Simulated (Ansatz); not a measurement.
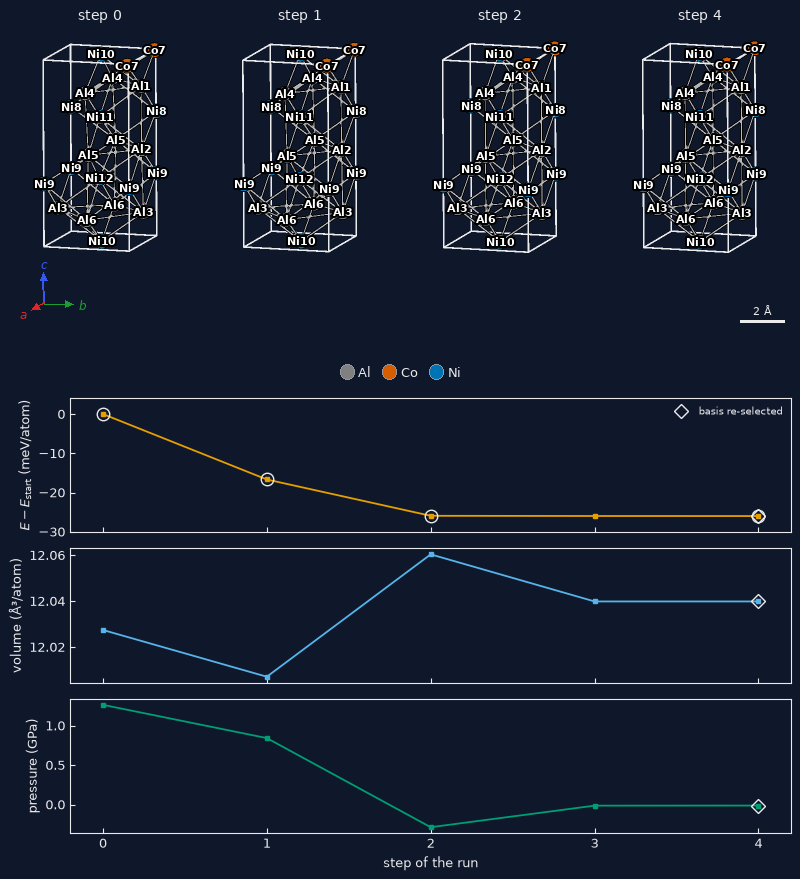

Frames of a relaxation of a crystal of Al$_{6}$CoNi$_{5}$ (a generated structure, set up in P1) (coarse preliminary run), marked on the history of the run. The picture is a ball-and-stick view of the cell of the calculation, reduced to other axes, seen slightly off an axis. Lengths and directions refer to the drawn axes.

Level of theory: DFT PBE, scalar-relativistic, plane waves, PAW in Ansatz 0.2.0.

Input file:
```yaml
crystal:
  lattice:
    - [4.1002544623, 0.003153291, 0.0166024265]
    - [0.003153291, 4.042828807, 0.0324530154]
    - [0.0354903436, 0.069373514, 8.7074778542]
  atoms:
    - { symbol: Al, position: [0.0114767622, 0.4990803162, 0.1577099713] }
    - { symbol: Al, position: [0.0154123882, 0.5086683917, 0.4979650807] }
    - { symbol: Al, position: [-0.0038948106, 0.5092448857, 0.8328180377] }
    - { symbol: Al, position: [0.508370033, -0.0057031651, 0.1659925212] }
    - { symbol: Al, position: [0.4723712848, 0.992157963, 0.4966093322] }
    - { symbol: Al, position: [0.4945594677, -0.0014086985, 0.8465300687] }
    - { symbol: Co, position: [0.0158056394, 0.0085432033, 0.0076902324] }
    - { symbol: Ni, position: [-0.0066991938, -0.0182056816, 0.3323071858] }
    - { symbol: Ni, position: [-0.0004353299, 0.0077963122, 0.6632941763] }
    - { symbol: Ni, position: [0.4860474117, 0.5045741549, -0.0001794013] }
    - { symbol: Ni, position: [0.499885899, 0.5013766039, 0.3353206846] }
    - { symbol: Ni, position: [0.5071004485, 0.4938757143, 0.6639421103] }
basis:
  ecutwfc: 420
kpoints:
  mp_grid: { grid: [6, 6, 4] }
hamiltonian:
  xc: pbe
scf:
  occupations: { method: gaussian, width: 0.2 }
  lower_state_search: "off"
output:
  forces: true
  stress: true
  eigenvalues: true
relax:
  adjacent_minimum: "off"
  f_tol: 0.025
  max_steps: 60
  cell: { stress_tol: 0.25 }
```

Run as
```bash
ansatz run input.yaml --threads 4 --pin off --max-ram 8192MiB --backend cpu --events-out ev --progress --plain --runs-dir out
```

> Describe the path.

Al5 moves most relative to the cell: 0.12 Å roughly along [−1 −3 0]. By element the largest moves are Al 0.12 Å, Co 0.10 Å, Ni 0.08 Å. The drawn cell changes as follows: a 4.043 → 4.067 Å (+0.6 %), b 4.100 → 4.067 Å (−0.8 %), c 8.708 → 8.735 Å (+0.3 %), α 89.5° → 90.0°, β 89.1° → 90.0°; the volume changes by +0.1 %. Near-neighbour distances that change, for instance: Al2–Al5 3.055 → 2.876 Å, Al2–Al5 (another image) 2.710 → 2.876 Å, Al2–Ni8 2.379 → 2.513 Å, Al5–Al6 3.050 → 2.927 Å. The space group (tolerance 0.01 Å) goes from P1 (No. 1) to P4/mmm (No. 123). After 3 accepted moves (4 points after the start) the energy has fallen by 26.0 meV per atom. Largest force component: 1 eV/Å at the start, 0.002 eV/Å at the end. Pressure: 1.26 GPa at the start and −0.01 GPa at the end. At 1 point the geometry stayed and the basis and grid were re-selected for the new cell (energy shift of less than 0.05 meV per atom at most each time). The run took 2.3 min on 4 threads of Intel(R) Xeon(R) Processor @ 2.70GHz, on a shared host, peak memory 1 GiB. From step 0 to 1: Al5 moves most (0.06 Å), volume −0.2 %, energy −16.7 meV per atom. From step 1 to 2: Al5 moves most (0.06 Å), volume +0.4 %, energy −9.3 meV per atom. From step 2 to 4: volume −0.2 %, energy −0.1 meV per atom.

```csv
step,"E − E(0), meV/atom","largest force component, eV/Å","pressure, GPa","volume, Å³/atom",note
0,0.00,1.0182,1.26,12.027,
1,-16.68,0.5616,0.84,12.007,
2,-25.94,0.0188,-0.29,12.060,
3,-25.99,0.0020,-0.01,12.040,
4,-26.00,0.0020,-0.01,12.040,"same geometry, new basis"
```

Limits of the set-up: an element that often carries a moment was run without spin polarisation.
